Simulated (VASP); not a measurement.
Band structure of AlRu (relaxed from the CuPt structure, space group R-3m). Method: PBEsol GGA, VASP's PBE PAW potentials (set 64) (plane waves; VASP 6.6.1).

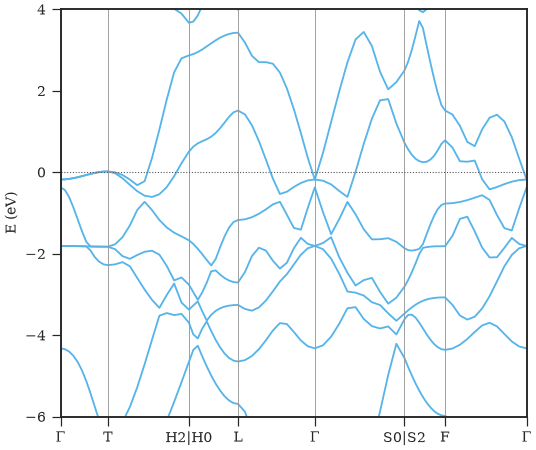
Figure: Bands along high-symmetry lines, zero at the valence-band maximum or, without a gap, the Fermi level

Question: Read the plot: is there a gap, and where are the band edges?

Answer: It has no gap at this level: it comes out as a metal or semimetal. (Edges off the drawn lines would not show.)

The structure was generated: AlRu was put into the CuPt type (R-3m), which need not be its known phase. It was relaxed first, which changed the volume by +7 %. The electron count is odd and the run is not spin-polarised, which forces a metal.
